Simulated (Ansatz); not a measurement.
# Dielectric function and optical constants of Pd

What colour and refractive index does Pd have at this level of theory?

Main program and level: Ansatz 0.2.0; DFT, PBE, plane-wave PAW, default files, scalar-relativistic, independent-particle optical response without local fields.

### 1. Starting point

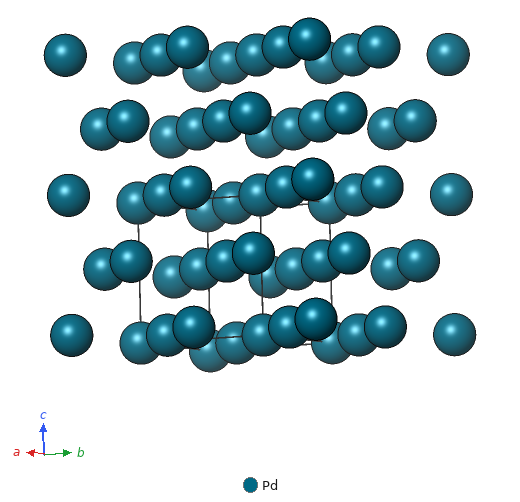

The cell as given, from a free direction (palladium blue). 2×2×2 cells are drawn. This picture shows the conventional cell, with its axes. Some periodic images of atoms are drawn too.

### 2. Ground state and bands

The self-consistent density comes first; it also tells whether there is a gap, which decides the occupations and the need for a Drude term.

This step: DFT, PBE, plane-wave PAW, default files, scalar-relativistic, ground state (Ansatz 0.2.0).

Contents of input.yaml:

```yaml
crystal:
  lattice:
    - [0.0, 1.9465, 1.9465]
    - [1.9465, 0.0, 1.9465]
    - [1.9465, 1.9465, 0.0]
  atoms:
    - { symbol: Pd, position: [0.0, 0.0, 0.0] }
kpoints:
  mp_grid: { grid: [10, 10, 10] }
  band_path:
    path:
      - [[0.0, 0.0, 0.0], [0.5, 0.0, 0.5], [0.5, 0.25, 0.75], [0.375, 0.375, 0.75], [0.0, 0.0, 0.0], [0.5, 0.5, 0.5], [0.625, 0.25, 0.625], [0.5, 0.25, 0.75], [0.5, 0.5, 0.5], [0.375, 0.375, 0.75]]
      - [[0.625, 0.25, 0.625], [0.5, 0.0, 0.5]]
    npoints: 6
scf:
  occupations: { method: fermi_dirac, width: 0.05 }
  n_extra_bands: 6
hamiltonian:
  xc: pbe
  pseudopotentials: { kind: paw }
output:
  forces: true
  stress: true
  populations: true
  write_bands: true
  write_density: true
  write_potential: true
  elf: true
  volumetric_format: npy
```

On the command line:

```console
$ ansatz run input.yaml --threads 4 --pin off --max-ram 8192MiB --backend cpu --events-out ev --progress --plain --runs-dir out
```

Numbers of over 12 decimals in the logs are rounded to 6 here.

The program printed:

```text
scf.n_extra_bands = 6 over 9 filled bands (N_el = 18.0): the run solves 15 bands
Engine: ansatz 0.2.0, x86_64-unknown-linux-gnu
Pseudopotentials: kind: paw
Pseudopotential: Pd, paw, valence charge 18, recommended cutoff 420 eV (normal), Pd.paw.azcp
Functional definition: PBE
  parameter kappa = 0.804
  parameter beta = 0.066725
  exchange = pbe_x(kappa = kappa, mu = beta*pi^2/3)
  correlation = pbe_c(beta = beta)
Crystal: 1 atoms, lattice volume = 14.750 Å³
Basis set: ecut = 420 eV, 283 PW (Γ), exchange–correlation on 40×40×40 points (8 copies of the dense FFT grid, shifted against one another)
Bands: 15, of which v1, the nominal top of the filled ones, is band 9 counted from 1 (8 counted from 0)
Symmetry: 48 space group operations
Space group: Fm-3m (ITA 225), of the structure as read, at distance tolerance 2.5e-5 Å
k-points: 47 of 1000
Non-local potential: Pd, projectors of the file, l = 0: 2, l = 1: 2, l = 2: 2, l = 3: 1
PAW form: soft (Blöchl's): semilocal exchange-correlation on the pseudo side does not see the compensation charge
PAW one-centre angular grid: Pd, 590 points (default); XC on 64 Gauss nodes
Initial density: superposition of atomic densities (neutral atoms: chi_scale 0, normalization atom), corrected by the library's trained network
Initial wavefunctions: pseudopotential atomic-orbital guess
Functional: x = pbe(κ = 0.804, μ = 0.219515), c = pbe(β = 0.066725)
SCF iter   1: F=—  HF=-6972.858263 eV  |F-HF|=—  |Δ(HF+E_count)|=         —  Δρ=4.14e-3  dr2=2.02e-3  ethr=1.77e-3  ⟨swp⟩=5.6  Hψ=3921  notcnv=0  defer=2
preconditioner: auto → none  [metal: Δε(μ)=0.038 eV  Ē_g=18.309 eV  σ=0.050 eV  W_gap=0.19  n_scr=8 (ndim 8)  ℏωp=30.6 eV  f_vac=0.000  D(μ)=1.76/eV (n_scr^D=26)  sad-step TF]
SCF iter   2: F=—  HF=-6972.857936 eV  |F-HF|=—  |Δ(HF+E_count)|=   3.28e-4  Δρ=1.68e-3  dr2=2.23e-4  ethr=1.12e-5  ⟨swp⟩=1.2  Hψ=1104  notcnv=0  defer=37
SCF iter   3: F=—  HF=-6972.858010 eV  |F-HF|=—  |Δ(HF+E_count)|=   7.39e-5  Δρ=4.63e-4  dr2=1.60e-5  ethr=1.24e-6  ⟨swp⟩=1.2  Hψ=680  notcnv=0  defer=37
SCF iter   4: F=—  HF=-6972.858015 eV  |F-HF|=—  |Δ(HF+E_count)|=   5.53e-6  Δρ=4.46e-5  dr2=1.71e-7  ethr=8.90e-8  ⟨swp⟩=2.6  Hψ=918  notcnv=0  defer=37
iter 5 did not close the SCF: its close was put off for the readings that it lacked (scf_convergence_deferred on its scf_iter line)
SCF iter   5: F=-6972.858015 eV  HF=-6972.858015 eV  |F-HF|=1.22e-10  |Δ(HF+E_count)|=   3.89e-8  Δρ=2.57e-6  dr2=2.83e-10  ethr=9.52e-10  ⟨swp⟩=2.6  Hψ=983  notcnv=0  defer=37
SCF iter   6: F=-6972.858015 eV  HF=-6972.858015 eV  |F-HF|=0.00e0  |Δ(HF+E_count)|=  9.46e-11  Δρ=2.91e-7  dr2=8.02e-12  ethr=1.57e-12  ⟨swp⟩=6.3  Hψ=3510  notcnv=0
SCF 1 converged in 6 iterations: F = -6972.858015 eV  dr2 = 8.02e-12
  greatest PAW one-centre occupation: 0.999 electrons in one spin orbital (limit 2), on the Pd atom at site 0 (counted from 0), in its partial waves of l = 0
NSCF: frozen V_eff on 62 k-points
SCF converged after 6 iterations
Free energy (F): -6972.858015 eV
Harris-Foulkes:  -6972.858015 eV  (|F-HF|=0.00e0)
Internal energy: -6972.843141 eV  (E = F + TS)
E sigma→0 (E₀):  -6972.850578 eV
Entropy (-TS):   -0.014874 eV (-14.874 meV/atom)
Fermi energy:    19.838033 eV
--- Per-component energies (eV) ---
  E_band       = -136.284870
  E_kinetic    = 514.065688
  E_local      = -1749.063767  (includes V_loc(G=0)·N_el)
  E_nonlocal   = 217.138218
  E_hartree    = 711.462045
  E_xc         = -168.896134
  E_vxc        = -211.932498  (∫ρ·V_xc dr)
  E_paw        = -3750.232981  (= ΣΔE_a)
  E_vpaw       = -329.416705  (= ΣTr[D̂ρ^β])
  E_aug_tail   = 0.000238  (compensation charges beyond the density's cutoff)
  E_ewald      = -2747.316447
  E_smearing   = -0.014874  (= −TS)
  E_closure    = 0.000000  (closes the sum)
  Σ components = -6972.858015   (vs F -6972.858015, Δ=0.00e0)
--- Forces (eV/Å), atoms counted from 1 ---
  atom   1  Pd     0.00000000     0.00000000    -0.00000000
  max |Σ_I F_I| component: 6.16e-32 eV/Å
--- Stress (GPa, compression-positive) ---
        6.978989       0.000000       0.000000
       -0.000000       6.978989       0.000000
        0.000000       0.000000       6.978989
  P = ⅓ Tr σ = 6.9790 GPa (69.790 kbar)
--- Band table (eV; the first three rows and the last of 47) ---
  k-point 0: bands = [... 5 lower, 16.9825, 16.9825, 16.9825, 18.5938, 18.5938, 36.8402, 41.5456, 41.5456, ... 2 higher]
  k-point 1: bands = [... 5 lower, 16.8641, 17.1008, 17.1008, 18.5423, 18.5423, 37.1797, 39.6491, 41.9576, ... 2 higher]
  k-point 2: bands = [... 5 lower, 16.7483, 17.2807, 17.2807, 18.5764, 18.5764, 36.0289, 38.0612, 42.9582, ... 2 higher]
  k-point 46: bands = [... 5 lower, 15.8273, 17.1655, 18.6579, 20.1218, 27.3731, 30.0298, 30.2117, 31.5209, ... 2 higher]
--- Löwdin populations: 1 site ---
  site symbol       q [e]
     0     Pd     17.3798
  spilling = 0.034454 (of n_electrons = 18.000000)
```

The job ended after 6.2 s (4 threads of Intel Xeon Platinum 8488C (Sapphire Rapids), shared host; peak memory 0.4 GiB).

Reading the cycles: dr2 is the Hartree energy of the density residual (eV), the measure of convergence; HF is the Harris–Foulkes estimate of the energy, which meets the free energy F at convergence.

Numbers from this step:

- free energy: -6972.8580 eV
- Fermi energy: 19.84 eV
- electrons: 18
- symmetry operations: 48
- pressure: 6.979 GPa
- volume: 14.75 Å³
- gap on the path: 0 eV

There are states at the Fermi level within the smearing, so the occupations stay smeared and the carriers get a Drude term. The cell is left with a pressure of 7.0 GPa, as it stands unrelaxed at this level.

The electronic bands at the labelled points (eV, zero at the Fermi level; # counts the bands kept):

```tsv
point	#2	#3	#4	#5	#6	#7	#8	#9
Γ	-2.85	-2.85	-2.85	-1.24	-1.24	17.00	21.71	21.71
X	-5.12	-0.07	0.28	0.28	3.33	10.72	13.16	13.16
W	-3.40	-3.40	-1.34	0.28	8.89	8.89	10.33	11.59
K	-4.17	-1.99	-0.97	-0.17	7.10	8.07	10.79	15.86
Γ	-2.85	-2.85	-2.85	-1.24	-1.24	17.00	21.71	21.71
L	-2.90	-2.90	-0.04	-0.04	0.99	7.29	16.40	20.92
U	-4.17	-1.99	-0.97	-0.17	7.10	8.07	10.79	15.86
W	-3.40	-3.40	-1.34	0.28	8.89	8.89	10.33	11.59
L	-2.90	-2.90	-0.04	-0.04	0.99	7.29	16.40	20.92
K	-4.17	-1.99	-0.97	-0.17	7.10	8.07	10.79	15.86
jump to U	-4.17	-1.99	-0.97	-0.17	7.10	8.07	10.79	15.86
X	-5.12	-0.07	0.28	0.28	3.33	10.72	13.16	13.16
```

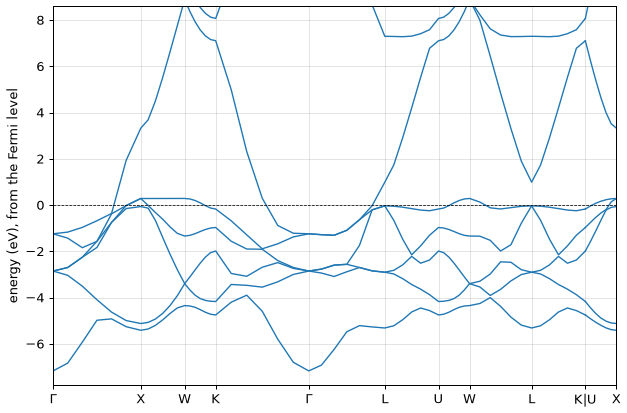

Electronic bands along the path.

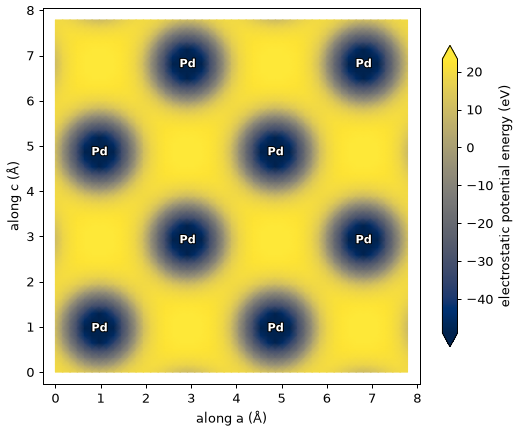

Electrostatic potential energy in the ac plane of the conventional cell at fractional y = 0.000, with atoms of Pd within 0.2 Å of it. With pseudopotentials it is smooth inside the atoms' cores, unlike the true potential. The map starts off the cell's origin, so that atoms lie inside it.

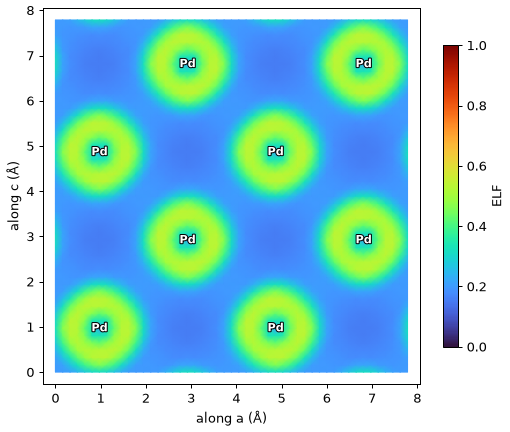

ELF in the ac plane of the conventional cell at fractional y = 0.000, with atoms of Pd within 0.2 Å of it. It is the smooth field of the valence electrons, not physical close to the nuclei. The map starts off the cell's origin, so that atoms lie inside it.

### 3. Spectrum

With the density converged, the vertical transitions are summed over the zone.

This step: DFT, PBE, plane-wave PAW, default files, scalar-relativistic, independent-particle optical response without local fields (Ansatz 0.2.0).

input.yaml, the sections that differ from step 2:

```yaml
kpoints:
  mp_grid: { grid: [13, 13, 13] }
scf:
  occupations: { method: fermi_dirac, width: 0.05 }
output:
  optics:
    e_range: [0, 20]
    de: 0.05
    sigma: 0.1
    drude_damping: 0.1
    nscf_kmesh: { grid: [16, 16, 16] }
    bands: { spectra_wanted_up_to: 20 }
# crystal, hamiltonian: as in step 2
```

The program printed:

```text
[...]
Crystal: 1 atoms, lattice volume = 14.750 Å³
Basis set: ecut = 420 eV, 283 PW (Γ)
Bands: 13, of which v1, the nominal top of the filled ones, is band 9 counted from 1 (8 counted from 0)
[... 1 set-up line as in the run before ...]
[...]
k-points: 84 of 2197
[...]
SCF iter   1: F=—  HF=-6972.849816 eV  |F-HF|=—  |Δ(HF+E_count)|=         —  Δρ=4.53e-3  dr2=2.60e-3  ethr=1.77e-3  ⟨swp⟩=5.4  Hψ=6350  notcnv=0
[...]
SCF iter   7: F=-6972.849385 eV  HF=-6972.849385 eV  |F-HF|=1.82e-12  |Δ(HF+E_count)|=  2.73e-12  Δρ=2.14e-8  dr2=5.37e-14  ethr=1.00e-12  ⟨swp⟩=2.0  Hψ=2196  notcnv=0
SCF 1 converged in 7 iterations: F = -6972.849385 eV  dr2 = 5.37e-14
[...]
NSCF: frozen V_eff on 145 k-points
output.optics: what the bands over the 20 summed would add to eps1, eps2 and the energy-loss function is held between a lower and an upper bound (5 Lanczos steps). eps1, eps2 and their loss function (loss_summed_bands) are given on every row as the summed bands alone make them. Along an axis, on a row where the two bounds hold the loss function to about 1 % of the greater of itself and 0.5 % of |1/eps|, its cell (loss_completed) is given, with the completed eps1 and eps2 that it is formed of (a cell that is left empty reads nan in the table and null in the record). The two bounds hold it so along every axis on all 400 rows up to 20.000 eV. [rest of the remark cut]
SCF converged after 7 iterations
Free energy (F): -6972.849385 eV
[...]
Internal energy: -6972.831965 eV  (E = F + TS)
E sigma→0 (E₀):  -6972.840675 eV
Entropy (-TS):   -0.017420 eV (-17.420 meV/atom)
Fermi energy:    19.854286 eV
[...]
--- Band table (eV; the first three rows and the last of 84) ---
  k-point 0: bands = [... 5 lower, 16.9874, 16.9874, 16.9874, 18.5990, 18.5990, 36.8405, 41.5458, 41.5458]
  k-point 1: bands = [... 5 lower, 16.9129, 17.0606, 17.0606, 18.5648, 18.5648, 37.0593, 40.2897, 41.7940]
  k-point 2: bands = [... 5 lower, 16.7675, 17.2207, 17.2207, 18.5283, 18.5283, 37.1905, 38.2909, 42.4658]
  k-point 83: bands = [... 5 lower, 16.2008, 16.6684, 18.5363, 20.0544, 27.4945, 29.3737, 30.5627, 31.8940]
```

Wall time 8 s (4 threads); peak memory 1 GiB; 29 s of CPU time.

Numbers from this step:

| Item | Value |
| --- | --- |
| centre of weight of the strongest loss peak in the window | 7.655 eV |
| Drude plasma energy, first axis | 7.380 eV |
| bands summed | 20 |
| spectra valid up to | 35.61 eV |
| program's estimate of the k-sum error in Im epsilon | 0.2 % |
| electrons in the f-sum | 10.99 |

The Im ε, any direction by photon energy; read off at these points:

```tsv
photon energy (eV)	Im ε, any direction
1	55.9
2	18.5
3	8.78
4	5.71
5	5.00
6	3.03
7	1.89
8	1.66
9	1.91
10	2.39
11	2.12
12	2.34
13	2.45
14	2.49
15	2.50
16	2.21
17	1.99
18	1.97
19	2.16
20	3.47
```

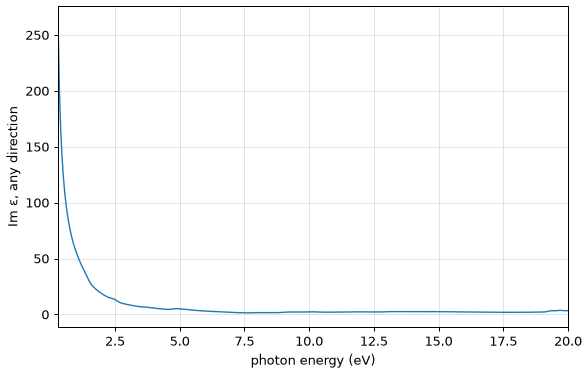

Im ε, any direction, plotted against photon energy.

Re ε, any direction against photon energy:

```tsv
photon energy (eV)	Re ε, any direction
1	-52.2
2	-19.6
3	-9.49
4	-4.91
5	-2.78
6	-1.91
7	-0.730
8	0.692
9	1.67
10	1.50
11	1.68
12	1.56
13	1.76
14	1.43
15	1.27
16	1.10
17	1.19
18	1.48
19	2.11
20	1.29
```

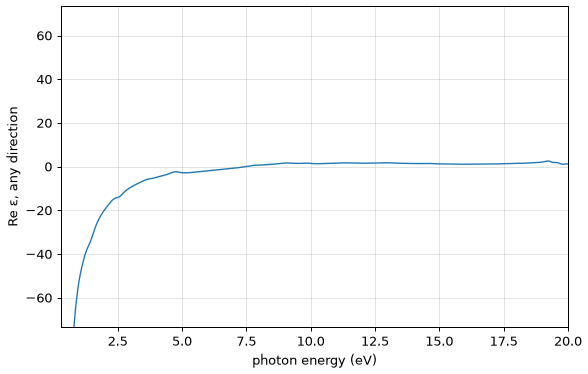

Re ε, any direction, plotted against photon energy. Below 1 eV the curve runs off the scale.

Loss function −Im 1/ε at q → 0, any direction against energy loss; read off at these points:

```tsv
energy loss (eV)	loss function −Im 1/ε at q → 0, any direction
1.0	0.00955
2.0	0.0255
3.0	0.0526
4.0	0.101
5.0	0.153
6.0	0.236
7.0	0.460
7.6	0.662
8.0	0.513
9.0	0.297
10.0	0.300
11.0	0.289
12.0	0.296
13.0	0.269
14.0	0.302
15.0	0.318
16.0	0.362
16.8	0.372
17.0	0.369
18.0	0.325
19.0	0.237
20.0	0.254
```

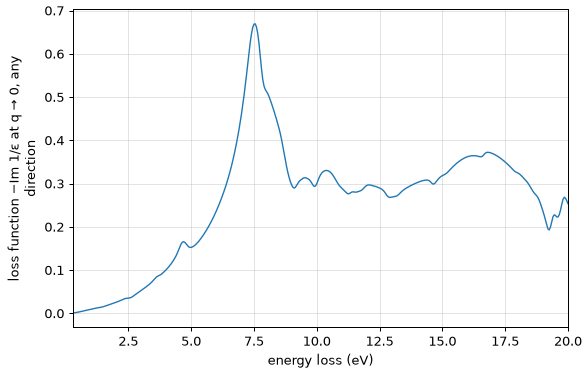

Loss function −Im 1/ε at q → 0, any direction, plotted against energy loss.

The reflectivity at normal incidence, any direction by photon energy; read off at these points:

```tsv
photon energy (eV)	reflectivity at normal incidence, any direction (%)
1	83.5
2	75.9
3	68.3
4	57.7
5	47.0
6	42.9
7	30.5
8	11.3
9	9.87
10	13.0
11	11.1
12	12.6
13	13.0
14	13.8
15	14.2
16	13.0
17	11.2
18	10.5
19	11.3
20	19.6
```

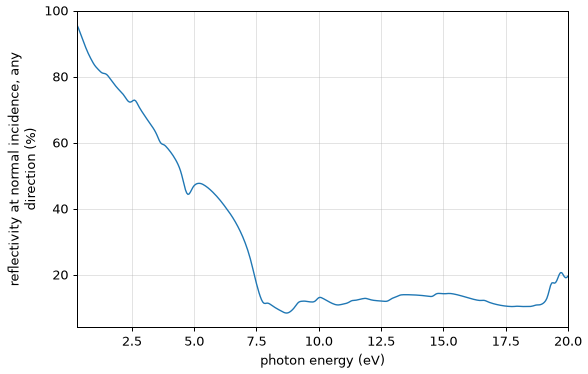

Reflectivity at normal incidence, any direction, plotted against photon energy.

Table of refractive index n and extinction k by photon energy:

```tsv
photon energy (eV)	n	k
1	3.49	8.02
2	1.92	4.83
3	1.31	3.35
4	1.15	2.49
5	1.21	2.06
6	0.914	1.66
7	0.806	1.17
8	1.12	0.744
9	1.45	0.658
10	1.47	0.813
11	1.48	0.715
12	1.48	0.790
13	1.55	0.792
14	1.47	0.849
15	1.43	0.875
16	1.34	0.827
17	1.33	0.752
18	1.40	0.702
19	1.60	0.675
20	1.58	1.10
```

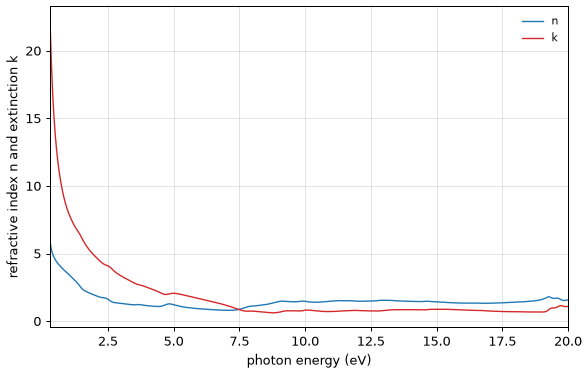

Refractive index n and extinction k, plotted against photon energy.

Optical constants at common wavelengths, from n + ik = √ε:

```tsv
wavelength (nm)	n	k	R (%)	1/α
1550	3.84	9.385	86.2	13 nm
1064	3.16	7.292	82.1	12 nm
532	1.74	4.240	72.7	10.0 nm
405	1.30	3.278	67.6	9.8 nm
308	1.14	2.476	57.4	9.9 nm
248	1.21	2.063	47.0	9.6 nm
193	0.86	1.465	38.7	10 nm
```

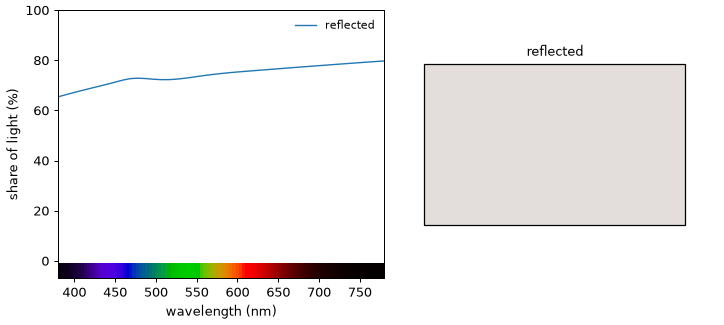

Light reflected across the visible range, with the colour that it makes of daylight (sRGB).

In reflection the computed colour is light grey: x = 0.318, y = 0.333, luminous reflectivity 74 %.

### 4. Results

* gap on the path: 0 eV
* Drude plasma energy, first axis: 7.38 eV
* centre of weight of the strongest loss peak in the window, first axis: 7.66 eV

In words: At this level (PBE, independent particles) Pd is a metal with a Drude plasma energy of 7.4 eV; it reflects 74 % at 550 nm. Along x the bare Drude plasma energy is 7.4 eV; Re ε first rises through zero at 7.47 eV. The strongest loss structure up to 20 eV has its centre of weight at 7.7 eV; a free-electron gas of the 11.0 electrons in the f-sum would put its plasmon at 32.1 eV. In reflection the computed colour is light grey: x = 0.318, y = 0.333, luminous reflectivity 74 %. In the base run ε includes the program's bounded estimate of what the bands above those summed add. The carriers' damping of 0.1 eV is typed, not computed; at 0.8 eV the carriers give 15 % of Im ε along the first axis; the rest comes from the sum over bands, which at low energy also holds close bands and the noise of the mesh. The Fermi-Dirac width of 0.05 eV acts as an electron temperature of 580 K in the carriers' term.

[Logs are printed without paths, hosts, clocks, repeated set-up lines and the standing remarks that a program may print on its own settings, such as how far it seeks lower states.]

[Hosts, paths, dates, database ids (printed as entryN), source tags and the programs' standing remarks are cut or masked in the printed files.]
